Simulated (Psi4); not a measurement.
# InNH4 (SMILES [NH2][InH2]): wB97M-V/def2-SVP (core potential)

What is the energy change on altering one bond length of InNH4 at wB97M-V/def2-SVP (core potential)? 

The results are computed with Psi4 1.11.

2 further runs of the same task are left out: 2 set aside as unsound or not needed.

**1. The system as given**

The species is InNH4 (6 atoms), meant as a singlet with charge 0. As SMILES, `[NH2][InH2]`. The shape is that of a PBE0-D4/def2-TZVP optimisation.

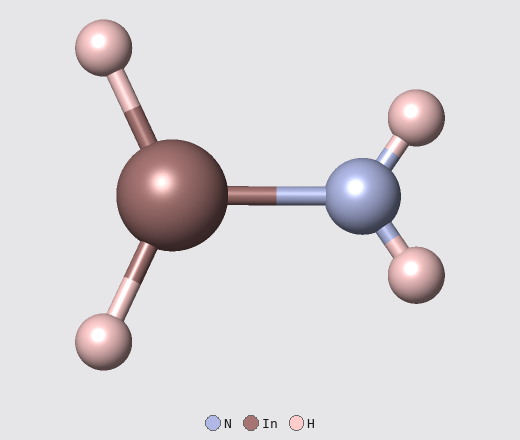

Viewed from a chosen angle; nitrogen light blue, indium brown, hydrogen pink.

**2. The energy at wB97M-V/def2-SVP (core potential)**

job.in

```
memory 2.2 GB

molecule m {
  N     -0.092200    -1.060500     0.036600
  In     0.095300     0.935900    -0.048300
  H     -0.598000    -1.552900     0.753400
  H      0.311900    -1.697300    -0.629300
  H      1.012500     1.520500    -1.370700
  H     -0.687400     1.790300     1.212100
  units angstrom
  symmetry c1
}

set {
  basis                def2-SVP
  puream               true
  e_convergence        1e-09
  d_convergence        1e-08
  scf_type             pk
  dft_radial_points    99
  dft_spherical_points 590
}

energy_value, wavefunction = energy("wb97m-v", return_wfn=True)
```

Run with:

```console
$ psi4 -i job.in -o job.out -n 1
```

job.out:

```text
[...]
    !!!  WARNING: ECP capability is in beta. Please check occupations closely.  !!!
[...]
  Running in c1 symmetry.
[...]
  Nuclear repulsion =   70.741603805927312
[...]
  Multiplicity = 1
[...]
  Nalpha       = 16
  Nbeta        = 16
[...]
    Number of basis functions: 60
[...]
   @RKS iter   1:  -246.90715513923206   -1.23231e+00   1.13752e-02 ADIIS/DIIS
[...]
   @RKS iter  11:  -247.12774977003963   -4.57590e-12   4.18370e-09 DIIS
[...]
    Orbital Energies [Eh]
    ---------------------
    Doubly Occupied:
       1A    -14.479474     2A     -4.811506     3A     -3.211272
       4A     -3.201457     5A     -3.201056     6A     -0.930394
       7A     -0.875446     8A     -0.869296     9A     -0.868880
      10A     -0.867913    11A     -0.852662    12A     -0.559985
      13A     -0.536457    14A     -0.410673    15A     -0.379348
      16A     -0.334346
[...]
  @RKS Final Energy:  -247.12774977003963
   => Energetics <=
    Nuclear Repulsion Energy =             70.7416038059273120
    One-Electron Energy =                -552.5929850184181760
    Two-Electron Energy =                 251.8956151823199434
    DFT Exchange-Correlation Energy =     -17.2964533988392439
    Empirical Dispersion Energy =           0.0000000000000000
    VV10 Nonlocal Energy =                  0.1244696589705634
    Total Energy =                       -247.1277497700396282
[...]
 Multipole Moments:
 ------------------------------------------------------------------------------------
     Multipole            Electronic (a.u.)      Nuclear  (a.u.)        Total (a.u.)
 ------------------------------------------------------------------------------------
 L = 1.  Multiply by 2.5417464519 to convert [e a0] to [Debye]
 Dipole X            :          1.7547794           -1.7757233           -0.0209439
 Dipole Y            :         18.7142797          -18.9634003           -0.2491206
 Dipole Z            :         -0.7968857            0.8094175            0.0125318
 Magnitude           :                                                    0.2503133
[...]
```

It took 3.5 min on 1 thread of Intel Xeon at 2.50GHz (Skylake/Cascade Lake), shared host; peak memory 1.5 GiB.

**3. The distorted shape, same level**

calc.in

```
memory 2.2 GB

molecule molecule1 {
  N
  In 1 R2
  H 1 R3 2 A3
  H 1 R4 3 A4 2 D4
  H 2 R5 1 A5 3 D5
  H 2 R6 5 A6 1 D6

  R2 = 2.006982
  R3 = 1.006029
  A3 = 124.33148
  R4 = 1.157
  A4 = 111.3292
  D4 = 179.68137
  R5 = 1.712237
  A5 = 114.98243
  D5 = 179.83438
  R6 = 1.712083
  A6 = 130.02136
  D6 = -179.95697
  symmetry c1
  no_reorient
  no_com
}

set globals {
  basis def2-SVP
  puream true
  e_convergence 1e-09
  d_convergence 1e-08
  scf_type pk
  dft_radial_points 99
  dft_spherical_points 590
}

energy('wb97m-v')
```

Run with:

```console
$ psi4 calc.in calc.out -n 1
```

calc.out:

```text
[...]
    !!!  WARNING: ECP capability is in beta. Please check occupations closely.  !!!
[...]
  Running in c1 symmetry.
[...]
  Nuclear repulsion =   70.056172240379539
[...]
  Multiplicity = 1
[...]
  Nalpha       = 16
  Nbeta        = 16
[...]
    Number of basis functions: 60
[...]
   @RKS iter   1:  -246.90360381653215   -1.27236e+00   1.09641e-02 ADIIS/DIIS
[...]
   @RKS iter  11:  -247.11463618757716   -2.07478e-12   4.93123e-09 DIIS
[...]
    Orbital Energies [Eh]
    ---------------------
    Doubly Occupied:
       1A    -14.491134     2A     -4.811455     3A     -3.211143
       4A     -3.201405     5A     -3.201096     6A     -0.918668
       7A     -0.875236     8A     -0.869245     9A     -0.868744
      10A     -0.867871    11A     -0.845264    12A     -0.543512
      13A     -0.527208    14A     -0.408647    15A     -0.378827
      16A     -0.332232
[...]
  @RKS Final Energy:  -247.11463618757716
   => Energetics <=
    Nuclear Repulsion Energy =             70.0561722403795386
    One-Electron Energy =                -551.2992315580157765
    Two-Electron Energy =                 251.2557882702838583
    DFT Exchange-Correlation Energy =     -17.2517370524442057
    Empirical Dispersion Energy =           0.0000000000000000
    VV10 Nonlocal Energy =                  0.1243719122194520
    Total Energy =                       -247.1146361875771618
[...]
 Multipole Moments:
 ------------------------------------------------------------------------------------
     Multipole            Electronic (a.u.)      Nuclear  (a.u.)        Total (a.u.)
 ------------------------------------------------------------------------------------
 L = 1.  Multiply by 2.5417464519 to convert [e a0] to [Debye]
 Dipole X            :          0.0039594           -0.0071704           -0.0032110
 Dipole Y            :          0.1633754           -0.1787502           -0.0153749
 Dipole Z            :         18.9270537          -19.1853791           -0.2583254
 Magnitude           :                                                    0.2588024
[...]
```

Wall time 3 min (1 thread of Intel Xeon at 2.50GHz (Skylake/Cascade Lake), shared host); peak memory 1.5 GiB.

**4. Results**

Level: wB97M-V/def2-SVP (core potential).

| quantity | value |
| --- | --- |
| first shape: total energy | -247.12775 Eh |
| first shape: dipole moment | 0.64 D |
| first shape: HOMO energy | -9.10 eV |
| first shape: LUMO energy | 0.68 eV |
| first shape: HOMO–LUMO gap | 9.78 eV |
| distorted shape: total energy | -247.11464 Eh |
| distorted shape: dipole moment | 0.66 D |
| distorted shape: HOMO energy | -9.04 eV |
| distorted shape: LUMO energy | 0.70 eV |
| distorted shape: HOMO–LUMO gap | 9.74 eV |
| energy change with the N1–H4 bond stretched from 1.006 to 1.157 Å | 0.357 eV |

**Reading.** With the N1–H4 bond stretched from 1.006 to 1.157 Å the energy rises by 0.36 eV (8.2 kcal/mol). The first shape isn't relaxed at this level, so the change isn't measured from a minimum.
